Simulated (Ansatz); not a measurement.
# Frequency calculation of GaH$_{3}$ClO$_{2}$

GaH$_{3}$ClO$_{2}$, multiplicity 2, computed with UKS PBE/def2-SVP (Ansatz 0.2.0).

It belongs to a series of runs on one base structure; here: vibrations at the highest image of the band. Figures and captions count atoms from 1; the log counts them from 0 in places.

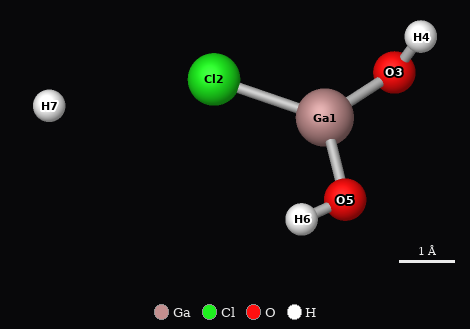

Figure 1. The structure as given in the input (ball-and-stick view, seen at a tilt; atoms are numbered from 1 in the order of the input). Sticks mark near contacts.

Results in brief:

- outcome: converged
- total energy: −69012.5263 eV
- mean-field energy: −69012.5263 eV
- ⟨S²⟩: 0.750
- largest force (length of the vector): 0.014 eV/Å
- hardware: 4 threads of Arm Neoverse V2, 24 GiB of memory available, shared host
- wall time: 29 s (CPU time 1.7 min)
- peak memory: 0.16 GiB

Input file:
```yaml
crystal:
  periodic: [false, false, false]
  atoms:
    - { symbol: Ga, position_ang: [0.126321, -0.28679, -0.12255] }
    - { symbol: Cl, position_ang: [0.20866, -0.620589, 2.011414] }
    - { symbol: O, position_ang: [1.603747, 0.100415, -1.057338] }
    - { symbol: H, position_ang: [2.023403, -0.684694, -1.454366] }
    - { symbol: O, position_ang: [-1.471851, -0.272787, -0.933023] }
    - { symbol: H, position_ang: [-2.18561, -0.448717, -0.290346] }
    - { symbol: H, position_ang: [-0.514471, 0.414561, 4.96981] }
magnetization:
  spin_polarized: true
  initial_magnetization: 1
basis:
  gaussian: { orbitals: def2-SVP }
hamiltonian:
  xc: pbe
phonons: {}
```

Launch command:
```bash
ansatz run input.yaml --threads 4 --pin off --max-ram 5120MiB --backend cpu --events-out ev --progress --plain --runs-dir out
```

Log:
```
Engine: ansatz 0.2.0, aarch64-unknown-linux-gnu
Functional definition: PBE
  parameter kappa = 0.804
  parameter beta = 0.06672455060314922
  exchange = pbe_x(kappa = kappa, mu = beta*pi^2/3)
  correlation = pbe_c(beta = beta)
1010 factors; their error is unknown
mean field evaluation 1: about -68999.8039 eV, gradient 6.1e1 eV
mean field evaluation 2: about -68866.1485 eV, gradient 1.6e2 eV
mean field evaluation 4: about -69011.1312 eV, gradient 1.8e1 eV
mean field evaluation 8: about -69012.5651 eV, gradient 1.6e-1 eV
mean field evaluation 16: about -69012.5262 eV, gradient 1.4e-4 eV
mean field -69012.52622524 eV, -2536.1635604073 hartree, gradient 4.7e-5 eV, S^2 0.750019; 0 other end points of the search recorded, 0 dependent functions left out
the calculation of the forces begins
reference -69012.52627366 eV, -2536.1635621865 hartree; 34, 33 occupied and 59, 60 virtual orbitals, 1010 factors
these checks for a lower state are left out or cut short: stability, starts, cluster_reference, orbital_swaps, neighbouring_geometries, increment
1010 factors; their error is unknown
mean field -69012.52610663 eV, -2536.1635560483 hartree, gradient 1.4e-6 eV, S^2 0.750019; 0 other end points of the search recorded, 0 dependent functions left out
[... from here on the field's lines of each further geometry are left out, up to the last ...]
the calculation of the forces begins
reference -69012.52629288 eV, -2536.1635628931 hartree; 34, 33 occupied and 59, 60 virtual orbitals, 1010 factors
these checks for a lower state are left out or cut short: stability, starts, cluster_reference, orbital_swaps, neighbouring_geometries, increment
1010 factors; their error is unknown
mean field evaluation 256: about -69012.5262 eV, gradient 4.9e-3 eV
mean field -69012.52620579 eV, -2536.1635596926 hartree, gradient 6.4e-6 eV, S^2 0.750019; 0 other end points of the search recorded, 0 dependent functions left out
the calculation of the forces begins
reference -69012.52625420 eV, -2536.1635614714 hartree; 34, 33 occupied and 59, 60 virtual orbitals, 1010 factors
WARN: phonons: 3 modes above zero are rigid motions of the cell's bodies and no vibrations: the zero-point energy, free energy, entropy and heat capacity leave them out. With what each would have added to F at 1000 K, by the weight of its row in the mesh: 0.01 cm⁻¹ (-0.968 eV; rigid weight 1.000, of which rotation 0.000), 3.10 cm⁻¹ (-0.466 eV; rigid weight 0.970, of which rotation 0.970), 5.26 cm⁻¹ (-0.421 eV; rigid weight 0.966, of which rotation 0.966). A body is a set of atoms that hang together within twice the van der Waals contact; here: 7 atoms, out of reach of every periodic image. What nothing holds moves and turns at no cost, which is at zero frequency: what stands here is left by the forces on the atoms, the periodic images, the SCF threshold and the grid, and changes its size and its sign with the last two. The forces' share comes down as the geometry is relaxed further. 1 mode above zero would be a rigid motion if what is in doubt were free, and is counted in the zero-point energy, free energy, entropy and heat capacity. With what each adds to F at 1000 K, by the weight of its row in the mesh: 109.23 cm⁻¹ (-0.159 eV; rigid weight 0.999, of which rotation 0.004). The body of 7 atoms, out of reach of every periodic image, is 2 pieces, each of atoms that hang together within van der Waals contact, which lie beyond contact and within twice that of one another (atoms 1 and 6, taken in the periodic images in which they do not hang together, stand 3.22 Å apart and are out of reach from 6.26 Å). If the pieces are bound to each other, these are vibrations of the whole and the sums are right; if not, set them further apart, from one another and from their images. Atoms are counted from 0 in the run's list of atoms, and not in a supercell that the run derives from it; the header of the second-order force-constant file, where the run writes one, gives the list as its `site` lines. If the cell is meant as a crystal, declare phonons.rigid_motions: translations: the three translations of the whole cell alone are then left out, and nothing is said of the modes in doubt. The least rigid weight left out is 0.96616 and the largest kept is 0.04692.
WARN: phonons: modes at or below zero, which the zero-point energy, F, S and C_V leave out: 3, the lowest at -329.38 cm⁻¹. A minimum has none, and a first-order saddle one
Total energy: -69012.52627366 eV, -2536.1635621865 hartree
Atom 0 at     0.126321    -0.286790    -0.122550 Å, force    -0.000960     0.001631    -0.013607 eV/Å
Atom 1 at     0.208660    -0.620589     2.011414 Å, force     0.001770    -0.004721    -0.002690 eV/Å
Atom 2 at     1.603747     0.100415    -1.057338 Å, force     0.006263     0.003131     0.000450 eV/Å
Atom 3 at     2.023403    -0.684694    -1.454366 Å, force    -0.007453    -0.001217     0.003689 eV/Å
Atom 4 at    -1.471851    -0.272787    -0.933023 Å, force     0.000312    -0.001737     0.006305 eV/Å
Atom 5 at    -2.185610    -0.448717    -0.290346 Å, force     0.002128    -0.000106    -0.001879 eV/Å
Atom 6 at    -0.514471     0.414561     4.969810 Å, force    -0.002059     0.003019     0.007733 eV/Å
Dipole moment:    -0.090350    -0.300800    -0.061178 e Å
Vibrations: -329.38 -28.84 -27.44 109.23 145.44 165.80 179.97 373.41 401.47 655.39 704.65 774.11 840.48 3720.04 3746.13 cm⁻¹, zero-point energy 0.732505 eV
```

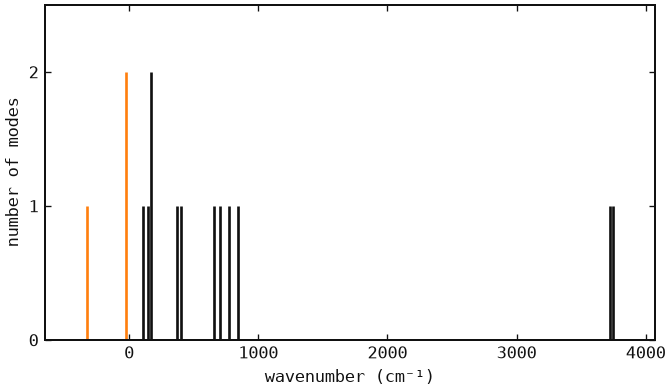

Figure 2. Harmonic vibrational wavenumbers from the force constants; neighbouring modes closer than 19 cm⁻¹ are counted in one stick, and imaginary ones are drawn at negative wavenumbers. 15 modes from 329i to 3746 cm⁻¹, 3 imaginary beyond 8i (329i, 28i, 27i cm⁻¹): not a minimum.
